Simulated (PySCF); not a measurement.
Input

```
{"job": {"kind": "nmr", "xc": "PBE0", "basis": "pcSseg-1"}, "charge": 0, "multiplicity": 1}
F      1.832869     0.701811    -1.356014
C      2.849427    -0.034397    -0.745539
F      3.968830     0.148557    -1.419496
C      2.451444    -0.708326     0.322246
F      3.329567    -1.456335     1.005462
Al     0.564048    -0.022052     0.066578
N     -0.291623     1.207947     0.997344
C     -1.582246     0.559558     1.251103
C     -1.991800    -0.305611     0.048193
N     -0.812200    -0.953646    -0.527498
H     -0.172342     2.046137     1.542534
H     -2.362669     1.304477     1.433812
H     -1.520529    -0.087227     2.134204
H     -2.482004     0.332481    -0.696393
H     -2.721341    -1.050673     0.385036
H     -1.067029    -1.673756    -1.185497
```

Run with:

```sh
OMP_NUM_THREADS=1 python probes_run.py task.json out
```

Geometry: GFN2-xTB.

These are results of PySCF 2.14.0, PBE0/pcSseg-1, SCF density, gas phase, non-relativistic, not measurements.

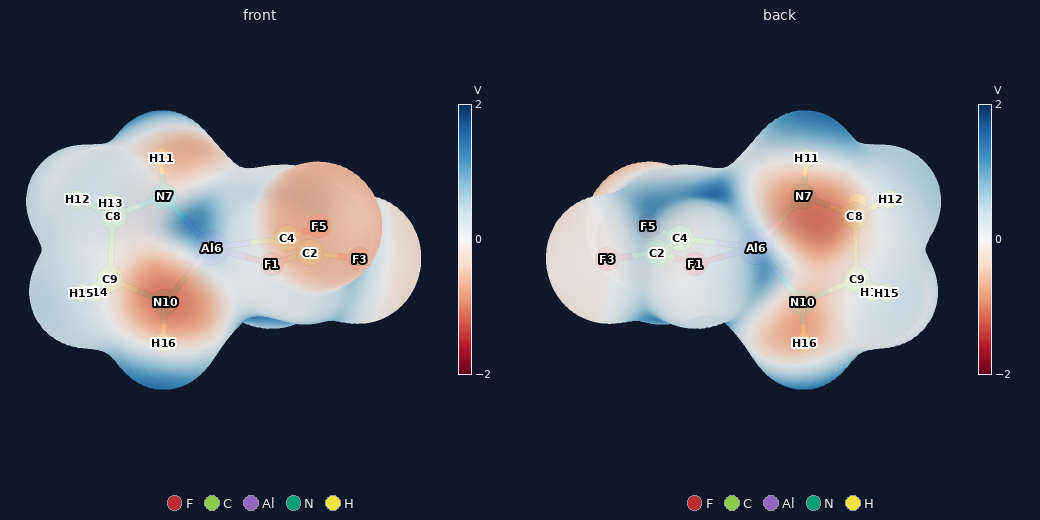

C$_{4}$H$_{6}$AlF$_{3}$N$_{2}$. The molecular electrostatic potential painted on the density surface at 0.002 e/bohr³, seen from the front and from behind; red is negative and blue positive.

Q: Describe the electrostatic potential map.

A: The most negative region (about −1.1 V, or −25 kcal/mol for a unit charge) lies over N7 and N10, the most positive (about +1.5 V, or +35 kcal/mol for a unit charge) over Al6, H11 and H16.
